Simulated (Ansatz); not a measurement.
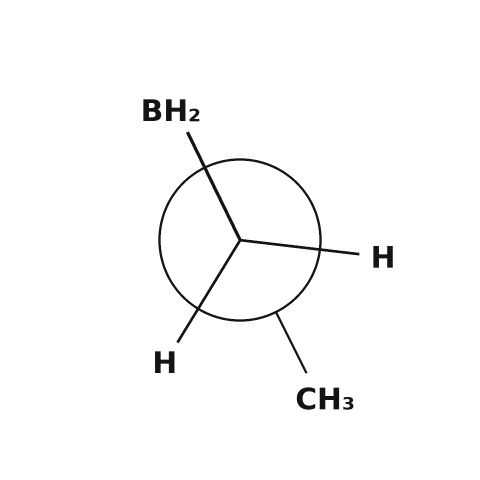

A Newman projection along the Ge–O bond, germanium in front; angles are drawn as computed, but eclipsed bonds slightly apart. Computed geometry: PBE-D4/def2-SVP optimisation. No frequency run is at hand to confirm it as a minimum.

Which molecule is it?

CH7BGeO, [BH2][GeH2][O]C

What is the torsion angle from the front BH2 to the back CH3? The sign is positive where the front bond must turn clockwise to cover the back bond.

180°, antiperiplanar (anti).
